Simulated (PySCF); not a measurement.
```yaml
atoms:
  - { symbol: Cl, position_ang: [2.5867, -1.8692, 1.0168] }
  - { symbol: B, position_ang: [2.3174, -0.1912, 0.7485] }
  - { symbol: Cl, position_ang: [2.5704, 0.8504, 2.0998] }
  - { symbol: Si, position_ang: [1.6852, 0.5190, -1.0031] }
  - { symbol: C, position_ang: [-0.1938, 0.8720, -0.8671] }
  - { symbol: C, position_ang: [-0.9683, -0.3512, -0.4403] }
  - { symbol: C, position_ang: [-1.0089, -0.7315, 1.0079] }
  - { symbol: C, position_ang: [-2.2441, -0.2097, 0.3344] }
  - { symbol: H, position_ang: [1.8883, -0.4208, -2.1151] }
  - { symbol: H, position_ang: [2.3305, 1.7823, -1.3887] }
  - { symbol: H, position_ang: [-0.3601, 1.6708, -0.1423] }
  - { symbol: H, position_ang: [-0.5774, 1.2297, -1.8234] }
  - { symbol: H, position_ang: [-0.9238, -1.1639, -1.1555] }
  - { symbol: H, position_ang: [-0.9695, -1.7760, 1.2775] }
  - { symbol: H, position_ang: [-0.5107, -0.0839, 1.7150] }
  - { symbol: H, position_ang: [-3.0506, -0.8996, 0.1369] }
  - { symbol: H, position_ang: [-2.5783, 0.7849, 0.5888] }
```

Geometry: GFN2-xTB.

Method: PBE0/pcSseg-1, SCF density, gas phase, non-relativistic in PySCF 2.14.0.

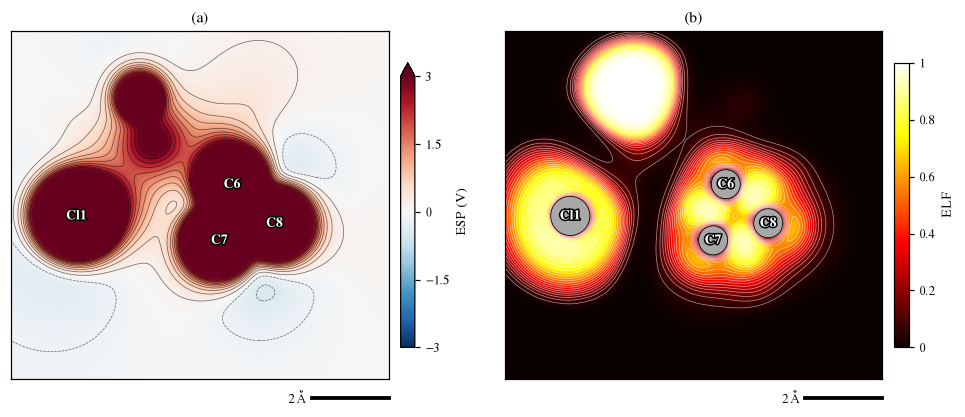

C$_{4}$H$_{9}$BCl$_{2}$Si. (a) electrostatic potential; (b) ELF on the plane of atoms C6, C8 and C7. Grey discs cover the atomic cores in the ELF map.

### Describe what can be read from this map.

The section cuts through Cl and C sites. C–C (1.50 Å): the ELF peaks at about 0.90 between the atoms, as expected for localised, covalent bonding. The ELF also peaks beside Cl1, away from the bonds: lone-pair regions. Outside the dense part of the molecule the potential is most negative (−0.5 V) near C8.
